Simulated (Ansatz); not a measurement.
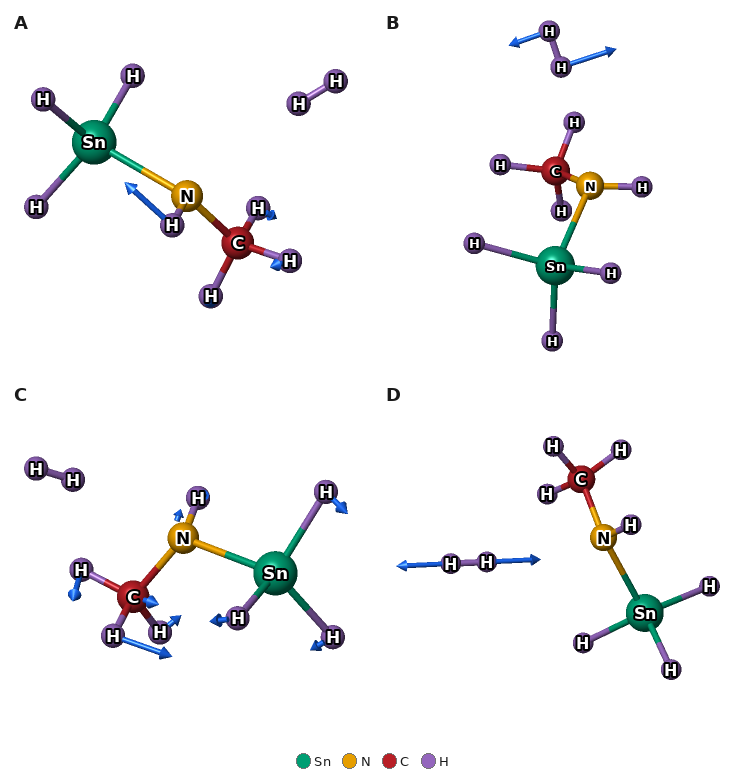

4 normal modes of one molecule or complex, as arrows. Harmonic vibrations computed with RKS PBE0-D4/def2-TZVP, core potentials on Sn (Ansatz 0.2.0) at a stationary point of the same level.

Question: Match the panels to the wavenumbers 199 cm⁻¹, 404 cm⁻¹, 1381 cm⁻¹, 4334 cm⁻¹.

Answer: A: 1381 cm⁻¹, angle bending
B: 404 cm⁻¹
C: 199 cm⁻¹
D: 4334 cm⁻¹, H–H stretching
